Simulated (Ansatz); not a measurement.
**HF/STO-3G run of CH6BSb (SMILES C[BH][SbH2])**

What is the vertical singlet–triplet gap of CH6BSb at HF/STO-3G? 

Program for the calculation: Ansatz 0.2.0.

29 further runs of the same task are left out: 29 set aside as unsound or not needed.

## 1. The system as given

CH6BSb: 9 atoms, total charge 0, spin state singlet. As SMILES, `C[BH][SbH2]`. Geometry: relaxed at PBE0-D4/def2-TZVP. This is one conformer, not always the lowest.

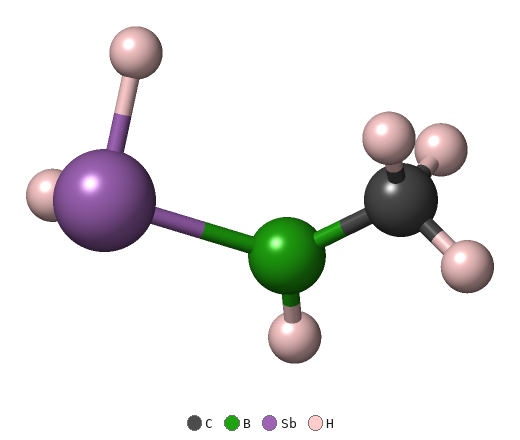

Viewed from a chosen angle; carbon dark grey, boron green, antimony purple, hydrogen pink.

## 2. A single-point energy at HF/STO-3G

input.yaml reads:

```yaml
crystal:
  periodic: [false, false, false]
  atoms:
    - symbol: C
      position_ang: [-0.696500, 0.976700, -0.600500]
    - symbol: B
      position_ang: [0.386200, -0.132200, -0.547000]
    - symbol: Sb
      position_ang: [1.415200, -0.767000, 1.323700]
    - symbol: H
      position_ang: [-1.637800, 0.449300, -0.824500]
    - symbol: H
      position_ang: [-0.551700, 1.662600, -1.441500]
    - symbol: H
      position_ang: [-0.856700, 1.545300, 0.316400]
    - symbol: H
      position_ang: [0.752700, -0.653500, -1.562200]
    - symbol: H
      position_ang: [1.258000, -2.435000, 1.019200]
    - symbol: H
      position_ang: [0.019000, -0.692400, 2.299200]
basis:
  gaussian:
    orbitals: STO-3G
total_charge: 0
accuracy: high
hamiltonian:
  xc: hf
output: {orbitals: {seedname: orbitals}}
```

On the command line:

```console
$ ansatz run input.yaml --threads 1 --pin off --max-ram 3480MiB --events-out events.jsonl --progress --plain --runs-dir runs
```

The program printed:

```text
Warning: RAYON_NUM_THREADS=1 ignored (pool sized by the plan → 1); use --threads N
Functional definition: HF
  name "HF"
  exchange = exact_x
  correlation = 0
647 factors; integrals over basis functions are off by at most 4.2e-9 eV
mean field evaluation 1: about -171882.9162 eV, gradient 1.4e1 eV
mean field evaluation 2: about -171883.0010 eV, gradient 1.4e1 eV
mean field evaluation 4: about -171883.9857 eV, gradient 8.8e-1 eV
mean field evaluation 8: about -171883.9905 eV, gradient 2.6e-6 eV
mean field -171883.99053718 eV, -6316.6201450879 hartree, gradient 1.6e-8 eV, S^2 0.000000; 0 other end points of the search recorded, 0 dependent functions left out
reference -171883.99053718 eV, -6316.6201450879 hartree; 34, 34 occupied and 9, 9 virtual orbitals, 647 factors
Total energy: -171883.99053718 eV, -6316.6201450879 hartree
```

Run time: 0.52 s. Hardware: 1 thread of Arm Neoverse V2, shared host.

## 3. The triplet, same level

input.yaml reads:

```yaml
crystal:
  periodic: [false, false, false]
  atoms:
    - {symbol: C, position_ang: [-0.696500, 0.976700, -0.600500]}
    - {symbol: B, position_ang: [0.386200, -0.132200, -0.547000]}
    - {symbol: Sb, position_ang: [1.415200, -0.767000, 1.323700]}
    - {symbol: H, position_ang: [-1.637800, 0.449300, -0.824500]}
    - {symbol: H, position_ang: [-0.551700, 1.662600, -1.441500]}
    - {symbol: H, position_ang: [-0.856700, 1.545300, 0.316400]}
    - {symbol: H, position_ang: [0.752700, -0.653500, -1.562200]}
    - {symbol: H, position_ang: [1.258000, -2.435000, 1.019200]}
    - {symbol: H, position_ang: [0.019000, -0.692400, 2.299200]}
basis:
  gaussian: {orbitals: STO-3G}
output: {orbitals: {seedname: orbitals}}
total_charge: 0
hamiltonian: {xc: hf}
magnetization: {spin_polarized: true, initial_magnetization: 2}
accuracy: high
```

On the command line:

```console
$ ansatz run input.yaml --threads 1 --pin off --max-ram 3480MiB --events-out events.jsonl --progress --plain --runs-dir runs
```

The program printed:

```text
Warning: RAYON_NUM_THREADS=1 ignored (pool sized by the plan → 1); use --threads N
[... 4 set-up lines as earlier in the session ...]
647 factors; integrals over basis functions are off by at most 4.2e-9 eV
mean field evaluation 1: about -171878.2907 eV, gradient 1.0e1 eV
mean field evaluation 2: about -171878.4053 eV, gradient 1.0e1 eV
mean field evaluation 4: about -171879.6883 eV, gradient 1.1e0 eV
mean field evaluation 8: about -171879.7242 eV, gradient 1.3e-3 eV
mean field -171879.72289740 eV, -6316.4633122187 hartree, gradient 2.2e-8 eV, S^2 2.023783; 0 other end points of the search recorded, 0 dependent functions left out
reference -171879.72289740 eV, -6316.4633122187 hartree; 35, 33 occupied and 8, 10 virtual orbitals, 647 factors
Total energy: -171879.72289740 eV, -6316.4633122187 hartree
```

Run time: 0.86 s. Hardware: 1 thread of Arm Neoverse V2, shared host; peak memory 0.12 GiB.

## 4. Results

At HF/STO-3G:

| quantity | value |
| --- | --- |
| singlet: total energy | -6316.62015 Eh |
| singlet: HOMO energy | -6.32 eV |
| singlet: LUMO energy | 6.51 eV |
| singlet: HOMO–LUMO gap | 12.83 eV |
| triplet: total energy | -6316.46331 Eh |
| triplet: HOMO energy (highest over α and β) | -3.50 eV |
| triplet: LUMO energy (lowest over α and β) | 1.03 eV |
| triplet: ⟨S²⟩ | 2.024 |
| vertical energy of the triplet above the singlet | 4.268 eV |

At this shape the triplet lies 4.27 eV (98 kcal/mol) above the singlet. In a minimal basis such a difference can be off by several eV, whatever the method. Relativity is left out (singlet) although the molecule holds a heavy atom. Relativity is left out (triplet) although the molecule holds a heavy atom.
